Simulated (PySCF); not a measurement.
C₂H₄S₂, SMILES S/C=C\S, B3LYP/def2-SVP optimised geometry. Atoms within 1.6 Å of the plane z = 0.6 Å (x, y, z in Å): S1 (1.14, 0.76, 0.00), C2 (0.13, -0.70, 0.00), C3 (-1.21, -0.70, 0.00), S4 (-2.33, 0.67, 0.00), H5 (2.33, 0.12, 0.00), H6 (0.67, -1.65, 0.00), H7 (-1.74, -1.66, 0.00), H8 (-1.40, 1.66, 0.01).

Computed with B3LYP/def2-TZVP (PySCF).

Map of the deformation density (molecule minus spherical neutral atoms) (e/bohr³) on the plane z = 0.6 Å:

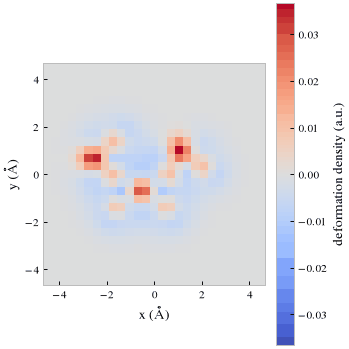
Figure. Deformation density (molecule minus spherical neutral atoms) (e/bohr³) on the plane z = 0.6 Å.
